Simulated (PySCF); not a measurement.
**InO2: relaxation and vibrations of the quartet**

Aim: relax InO2 as a quartet from a bent start, check by its vibrations whether the end is a minimum, and collect its spectrum and constants.

Computed with PySCF 2.14.0. Level: PBE0, basis In def2-TZVP with ECP28, O def2-TZVP, scalar-relativistic core potentials, no spin–orbit coupling, density fitting.

**1. The starting structure**

3 atoms, charge 0, spin multiplicity 4.

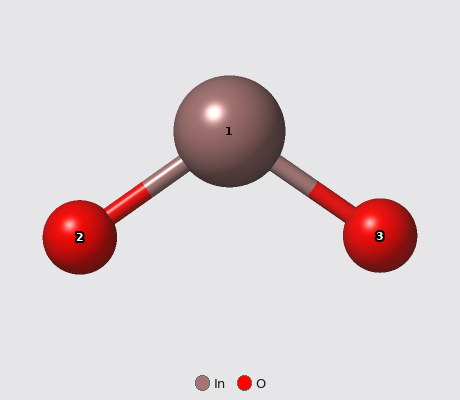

The starting geometry (indium brown, oxygen red); atoms are numbered from 1 in the order of the file.

Coordinates in bohr (charge 0 multiplicity 4):
```
In    0.0000    0.0000    0.0000
O     2.9877    0.0000    2.0919
O    -2.9877    0.0000    2.0919
```

**2. The SCF at the typed geometry**

The steps below are one call of a driver around PySCF. For each, scf.py gives the equivalent set-up of the SCF; relaxations use the driver's own optimiser. After this first run the driver tries any further starts and a stability analysis.

scf.py

```python
from pyscf import gto, scf, dft
mol = gto.M(atom='''
In     0.000000     0.000000     0.000000
O      1.581000     0.000000     1.107000
O     -1.581000     0.000000     1.107000''',
    basis={'In': 'def2-TZVP', 'O': 'def2-TZVP'},
    ecp={'In': 'def2-TZVP'},
    charge=0, spin=3)
mf = dft.UKS(mol, xc='PBE0')
mf.grids.atom_grid = (50, 194)
aux = {'In': 'def2-universal-JKFIT', 'O': 'def2-universal-JKFIT'}
mf = mf.density_fit(auxbasis=aux)
mf.conv_tol = 1e-08
mf.diis_space = 10
mf.max_cycle = 60
mf.init_guess = 'minao'
mf.verbose = 4
mf.kernel()
```

On the command line:

```console
> OMP_NUM_THREADS=4 python axn.py task.json out
```

The log of the run:

```text
init E= -307.528529614064
[... the frontier-level lines of each cycle are left out ...]
cycle= 1 E= -339.642907973933  delta_E= -32.1  |g|= 1.31  |ddm|= 32.1
cycle= 2 E= -338.920756901418  delta_E= 0.722  |g|= 2.12  |ddm|= 5.39
cycle= 3 E= -340.237438487497  delta_E= -1.32  |g|= 0.311  |ddm|= 2.18
cycle= 4 E= -340.255371510253  delta_E= -0.0179  |g|= 0.247  |ddm|= 0.508
cycle= 5 E= -340.279931759079  delta_E= -0.0246  |g|= 0.0152  |ddm|= 0.185
cycle= 6 E= -340.280336665642  delta_E= -0.000405  |g|= 0.00688  |ddm|= 0.0413
cycle= 7 E= -340.280538249487  delta_E= -0.000202  |g|= 0.00537  |ddm|= 0.0264
cycle= 8 E= -340.280694057583  delta_E= -0.000156  |g|= 0.00463  |ddm|= 0.0231
cycle= 9 E= -340.280979167761  delta_E= -0.000285  |g|= 0.00297  |ddm|= 0.0551
cycle= 10 E= -340.281137296245  delta_E= -0.000158  |g|= 0.00137  |ddm|= 0.0629
cycle= 11 E= -340.281141572377  delta_E= -4.28e-06  |g|= 0.00121  |ddm|= 0.00561
cycle= 12 E= -340.281138521768  delta_E= 3.05e-06  |g|= 0.00463  |ddm|= 0.00965
cycle= 13 E= -340.281150102362  delta_E= -1.16e-05  |g|= 0.000282  |ddm|= 0.00934
cycle= 14 E= -340.281150218268  delta_E= -1.16e-07  |g|= 5.99e-05  |ddm|= 0.0016
cycle= 15 E= -340.281150225371  delta_E= -7.1e-09  |g|= 2.31e-05  |ddm|= 0.000683
Extra cycle  E= -340.281150225917  delta_E= -5.46e-10  |g|= 3.46e-05  |ddm|= 7e-05
converged SCF energy = -340.281150225917  <S^2> = 3.8266291  2S+1 = 4.0381328
```

This step, with its further starts and checks, took 20 s on 4 threads of Arm Neoverse V1, shared host.

Energies from each starting density:

```csv
start,energy (Eh)
the minimal-basis guess,-340.281150
a thermally smeared density,-340.281150
a smeared PBE density,-340.281150
```

This is not the lowest solution: one lies 98.8 kJ/mol lower, at -340.31880 Eh, and the relaxation starts from that.

**3. Relaxing the quartet from the bent start**

The program finds C2v symmetry in the start, which this walk keeps. The walk stops when the largest gradient is under 0.0003 Eh/bohr and the energy has settled too.

Edit scf.py of step 2 so:

```diff
@@ -3,3 +3,3 @@
-In     0.000000     0.000000     0.000000
-O      1.581000     0.000000     1.107000
-O     -1.581000     0.000000     1.107000''',
+In     0.000000     0.000000    -0.241077
+O      1.581000     0.000000     0.865923
+O     -1.581000     0.000000     0.865923''',
@@ -16 +15,0 @@
-mf.init_guess = 'minao'
```

Steps of the walk:

```csv
step,energy (Eh),change (kJ/mol),largest symmetric gradient (Eh/bohr)
0,-340.318805,0.00,0.05057
1,-340.327649,-23.22,0.00807
2,-340.328041,-24.25,0.00215
3,-340.328105,-24.42,0.00075
4,-340.328123,-24.46,0.00108
5,-340.328138,-24.50,0.00075
6,-340.328141,-24.51,0.00023
7,-340.328141,-24.51,0.00002
```

The walk took 13 s.

Geometry (Å) and forces (eV/Å) at some steps:

```
step 0
In   0.000   0.000  -0.241   0.000   0.000  -2.601
O    1.581   0.000   0.866   1.871   0.000   1.300
O   -1.581   0.000   0.866  -1.871   0.000   1.300
step 1
In   0.000   0.000  -0.289   0.000   0.000  -0.415
O    1.647   0.000   0.890   0.345   0.000   0.207
O   -1.647   0.000   0.890  -0.345   0.000   0.207
step 4
In   0.000   0.000  -0.282   0.000   0.000   0.056
O    1.692   0.000   0.886  -0.012   0.000  -0.028
O   -1.692   0.000   0.886   0.012   0.000  -0.028
step 7
In   0.000   0.000  -0.267   0.000   0.000   0.000
O    1.706   0.000   0.879  -0.001   0.000   0.000
O   -1.706   0.000   0.879   0.001   0.000   0.000
```

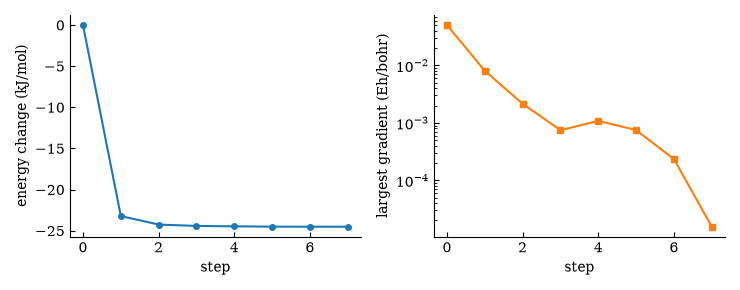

How energy and gradient fall.

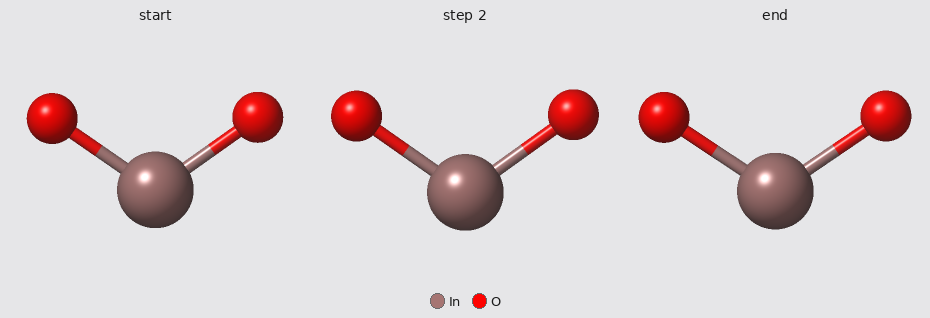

The geometry along the walk, at one scale.

It settles in C2v symmetry, 24.5 kJ/mol below the start, after 7 steps: In–O 2.055 Å (×2); O–In–O 112.2°.

**4. Hessian and properties**

On the finer grid the gradient is checked again; gradients at displacements of ±0.02 bohr then give force constants and infrared intensities.

Edit scf.py of step 3 so:

```diff
@@ -3,3 +3,3 @@
-In     0.000000     0.000000    -0.241077
-O      1.581000     0.000000     0.865923
-O     -1.581000     0.000000     0.865923''',
+In     0.000000     0.000000    -0.246923
+O      1.708426     0.000000     0.894751
+O     -1.708426     0.000000     0.894751''',
@@ -10 +10 @@
-mf.grids.atom_grid = (50, 194)
+mf.grids.atom_grid = (75, 302)
@@ -13 +13 @@
-mf.conv_tol = 1e-08
+mf.conv_tol = 1e-10
```

This SCF starts from the last density.

Log of the central SCF (cycles and frontier levels):

```text
init E= -340.328349562323
[... the frontier-level lines of each cycle are left out ...]
cycle= 1 E= -340.328349562384  delta_E= -6.12e-11  |g|= 3.39e-06  |ddm|= 8.94e-06
Extra cycle  E= -340.328349562443  delta_E= -5.9e-11  |g|= 3.54e-06  |ddm|= 8.99e-06
converged SCF energy = -340.328349562443  <S^2> = 3.7685579  2S+1 = 4.0092682
```

The whole step took 40 s.

Geometry: C2v; In–O 2.055 Å (×2); O–In–O 112.5°.

Harmonic modes (main isotopes):

```
symmetry  ω (cm⁻¹)  IR (km/mol)     type
      a1       120         15.9     bend
      a1       491         21.1  stretch
      b2       508         54.3  stretch
```

All wavenumbers are real: a minimum.

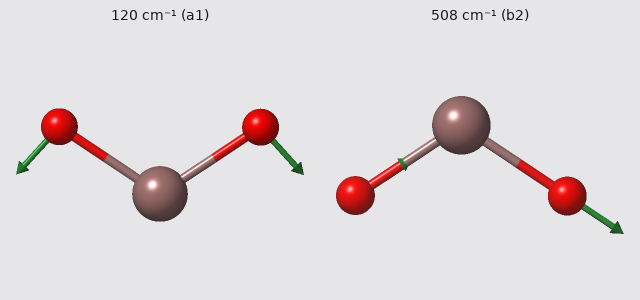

Displacements of 2 of the modes, as arrows (one member where a mode is degenerate).

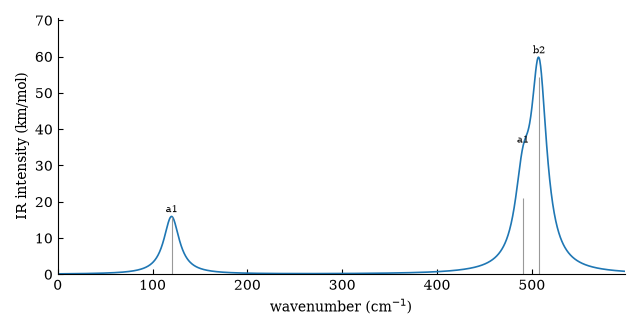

The harmonic infrared spectrum (widths in cm⁻¹). Lines are broadened to a width of 20 cm⁻¹ (Lorentzian).

Properties at this point:

```
Dipole moment                                                   : 2.93 D
Highest occupied level                                          : -7.23 eV
Lowest empty level                                              : -4.54 eV
Rotational constants                                            : 0.5169, 0.1805, 0.1338 cm⁻¹
Zero-point energy                                               : 6.7 kJ/mol
Principal polarisabilities                                      : 37.7, 40.7, 55.2 bohr³
Atomisation energy without zero-point energy                    : 465 kJ/mol
Principal traceless quadrupole moments about the centre of mass : -8.45, 2.22, 6.23 D Å
Entropy at 298.15 K and 1 bar (electronic part: spin only)      : 297.3 J/(mol K)
Heat capacity Cp at 298.15 K                                    : 51.8 J/(mol K)
Enthalpy at 298.15 K above 0 K                                  : 12.93 kJ/mol
Rotational symmetry number                                      : 2
Spin squared ⟨S²⟩                                               : 3.769
```

Charges (e) and bond orders:

```tsv
atom	Mulliken	Löwdin	polar tensor	spin (Mulliken)	Mayer order to In1
In1	0.74	0.39	0.88	0.62	–
O2,3	-0.37	-0.19	-0.44	1.19	0.89
```

Mulliken populations on In1 (outside its core potential): s 3.39, p 6.69, d 10.11, f 0.06.

**5. Results**

| quantity | value |
| --- | --- |
| minimum | quartet, C2v |
| geometry | In–O 2.055 Å (×2); O–In–O 112.5° |
| wavenumbers (cm⁻¹) | 120 (a1), 491 (a1), 508 (b2) |
| dipole moment | 2.93 D |
| highest occupied, lowest empty level (either spin) | -7.23, -4.54 eV |
| polar-tensor charge of In1 | +0.88 e |
| zero-point energy | 6.7 kJ/mol |
| entropy at 298.15 K | 297.3 J/(mol K) |
| atomisation energy (no zero-point energy) | 465 kJ/mol |
| ⟨S²⟩ | 3.769 |

What this shows: The molecule stays C2v, as typed, and the end point is a minimum. In the infrared the band at 508 cm⁻¹ (b2, stretch) leads. The first SCF alone would have been 99 kJ/mol too high. Only this shape and spin were tried, so other structures or states may lie lower. Spin–orbit coupling, left out here, can matter for elements this heavy.

The search up to here took 73 s.
